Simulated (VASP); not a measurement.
Band structure of MgO (rock salt). Level of theory: PBE GGA with D4 dispersion, VASP's PBE PAW potentials (set 64) (plane waves; VASP).

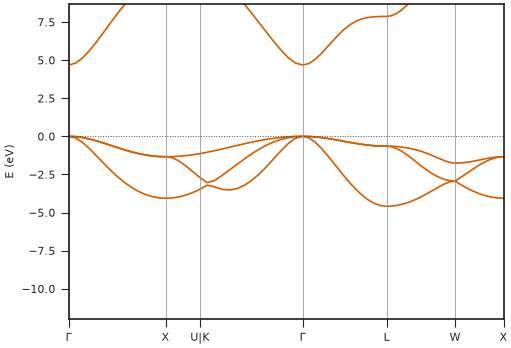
Bands along high-symmetry lines, zero at the valence-band maximum or, without a gap, the Fermi level

### Question
Read the plot: is there a gap, and where are the band edges?

### Answer
The gap is direct, 4.68 eV, from the valence maximum at Γ to the conduction minimum at Γ. (Edges off the drawn lines would not show.)

Measured: gap 8.36 eV (computed value off by -3.68 eV), as given by Wei Chen et al., Physical Review Materials (2018), doi:10.1103/physrevmaterials.2.073803 [zero-point renormalisation of 0.53 eV added back (the table's ZPR column)].

The compound is MgO in the rock salt structure. It was relaxed first.
